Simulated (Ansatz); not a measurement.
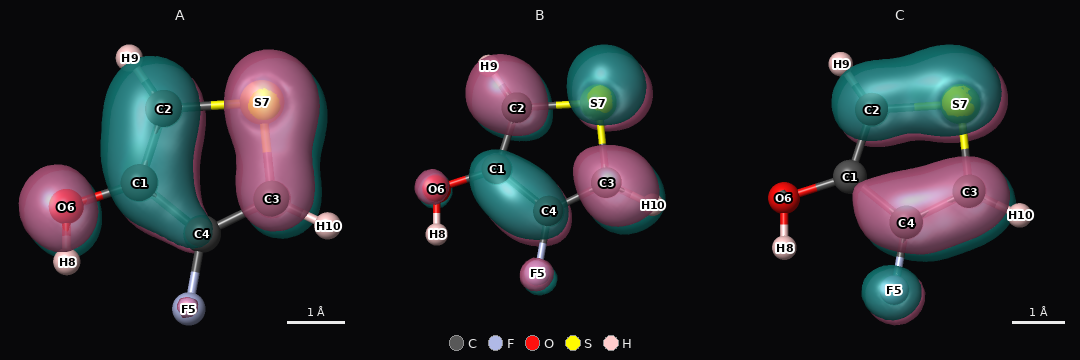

Figure 1: C4H3FOS (SMILES Oc1cscc1F). Three frontier orbitals at ±0.1 Å⁻³ᐟ² (teal and pink are the two phases), in no order.

Geometry: PBE-D3(BJ)/def2-SVP.

Method: Ansatz, isolated molecule in a Gaussian basis; Kohn-Sham density functional theory, functional PBE0.

Input

```
basis:
  gaussian: {orbitals: def2-SVPD}
crystal:
  periodic: [false, false, false]
  atoms:
    - {symbol: C, position_ang: [1.019086, 0.724648, -0.580570]}
    - {symbol: C, position_ang: [2.328434, 0.979567, -0.944444]}
    - {symbol: C, position_ang: [2.176062, -0.269934, 1.231473]}
    - {symbol: C, position_ang: [0.955273, 0.010734, 0.664106]}
    - {symbol: F, position_ang: [-0.249479, -0.324080, 1.174246]}
    - {symbol: O, position_ang: [-0.081020, 1.088394, -1.285687]}
    - {symbol: S, position_ang: [3.446344, 0.349121, 0.228431]}
    - {symbol: H, position_ang: [-0.858926, 0.773918, -0.784215]}
    - {symbol: H, position_ang: [2.684436, 1.503016, -1.837908]}
    - {symbol: H, position_ang: [2.383663, -0.798071, 2.167928]}
hamiltonian: {xc: pbe0}
output: {forces: true, orbitals: {seedname: orbitals}}
```

Command:

```sh
ansatz run input.yaml --threads 2 --pin off --max-ram 5220MiB --events-out events.jsonl --progress --plain --runs-dir runs
```

Order the three orbitals by energy and name them.

C is the HOMO−1 (−7.19 eV). By Hirshfeld shares it lies mainly on S7 (about 25 %), C4 (about 25 %), C3 (about 20 %), C2 (about 15 %) and F5 (about 10 %); it changes sign across the molecular plane (π type); π-bonding across C2–S7 and C3–C4; π-antibonding (a node) across C3–S7 and C4–F5. A is the HOMO (−6.72 eV). Its weight (Hirshfeld) is mainly on C2 (about 20 %), S7 (about 20 %), C1 (about 20 %), O6 (about 15 %) and C3 (about 10 %); it changes sign across the molecular plane (π type); π-bonding across C1–C2 and C3–S7; π-antibonding (a node) across C1–O6 and C2–S7. B is the LUMO (−0.70 eV). Its weight (Hirshfeld) is mainly on C3 (about 25 %), S7 (about 20 %), C2 (about 20 %), C4 (about 15 %) and C1 (about 10 %); it changes sign across the molecular plane (π type); π-bonding across C1–C4; π-antibonding (a node) across C1–C2, C2–S7, C3–C4 and C3–S7.

What is the HOMO–LUMO gap?

6.02 eV between the orbital energies.
